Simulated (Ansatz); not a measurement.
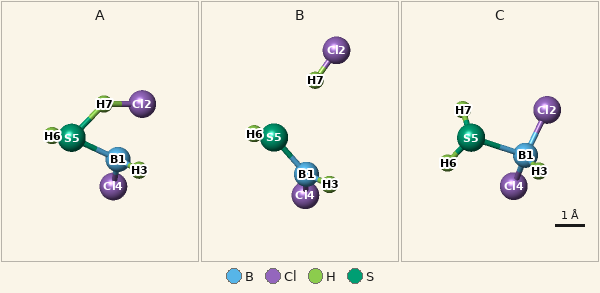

3 geometries from a converged minimum-energy path of BH$_{3}$SCl$_{2}$, shuffled. A ball-and-stick model, seen at a tilt.

Theory: RKS PBE0-D4/6-31G* in Ansatz 0.2.0. Set-up: 7 movable images; climbing image; force threshold 0.05 eV/Å; iteration limit 60; starting path through a guess of the saddle point.

One of them is the converged climbing image. Which?

A. In order along the path, whose images run from 0 to 8: C (image 1, +3.7 kJ/mol), A (image 4, +96.5 kJ/mol), B (image 8, +24.1 kJ/mol). Breaking: B1–Cl2 (1.81 → 2.16 at the top → 4.47 Å), S5–H7 (1.35 → 1.71 at the top → 2.47 Å). Forming: Cl2–H7 (3.23 → 1.51 at the top → 1.29 Å).
